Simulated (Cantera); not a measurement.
Feed: 1 mol B, 5.3 mol H2O, 17 mol N2, at 2.50 mbar.

These are equilibrium values from Cantera (NASA tables, ideal gas, pure condensed phases), not measurements of a reactor. Candidate condensed phases: B, BN, B2O3, B3O3H3, H2O; 39 gas species. Gases not in the tables: H3BO3. Equilibrium is a limit: real reactors are often held back by kinetics, nucleation or transport.

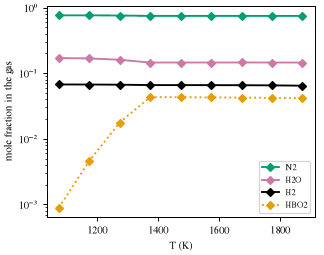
Figure: Equilibrium gas composition (values under 1e-9 drawn at 1e-9)

From 1073 K to 1273 K the condensed part is B2O3(l). From 1373 K to 1873 K nothing is condensed.
